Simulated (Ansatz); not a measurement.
Take GaN in the zinc blende structure (space group F-43m, No. 216; a = 4.498 Å) as the base.

Perturbation: every lattice vector is stretched by 1.50 %; the atoms relax in the strained cell.

Level of theory: PBEsol, PAW, 420 eV (Ansatz, an electronic-structure program; no SOC).

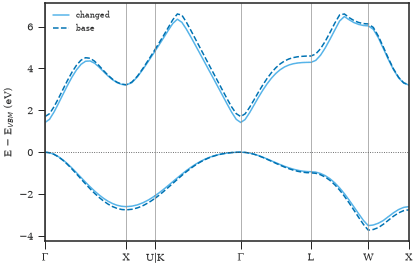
Fig. 1. Highest valence and lowest conduction band along the path, each from its own valence-band maximum

The gap is 1.42 eV, direct at Γ; the base has 1.70 eV.

Stability against distortions was not tested. This is not the structure that GaN has at room temperature and ambient pressure.
